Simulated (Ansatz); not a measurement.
```xyz
13

C    -0.9769    1.5357   -1.3418
O    -0.1450    0.6793   -0.5896
Si   -0.7439   -0.4797    0.4376
Si    1.2891   -1.3777    1.2115
O     2.4418   -0.5451    0.3703
H    -0.3446    2.2015   -1.9312
H    -1.6129    2.1442   -0.6892
H    -1.6176    0.9664   -2.0247
H    -1.6168   -1.4283   -0.3164
H    -1.6039    0.1550    1.4805
H     1.4679   -1.1822    2.6763
H     1.4076   -2.8357    0.9391
H     2.0757    0.1319   -0.2075
```

Geometry: PBE0-D4/def2-TZVP.

The calculation used Ansatz, RKS PBE0-D4/def2-TZVPP.

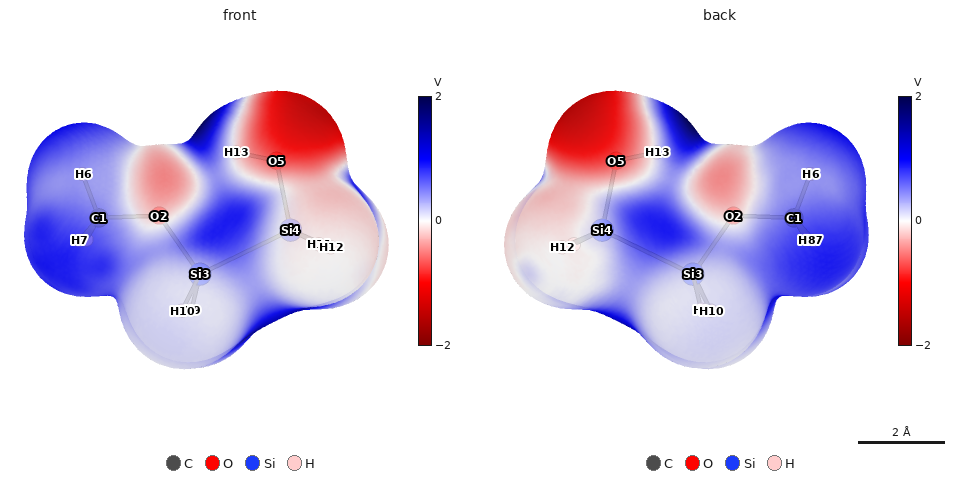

CH₈O₂Si₂ (SMILES CO[SiH2][SiH2]O). The molecular electrostatic potential painted on the density surface at 0.002 e/bohr³, seen from the front and from behind; the colour scale runs from red (negative) to blue (positive).

Q: Where is the surface potential most negative and most positive?

A: The most negative region (about −1.4 V) lies over O5, the most positive (about +1.7 V) over H13. O5 is the likeliest acceptor of a hydrogen bond.
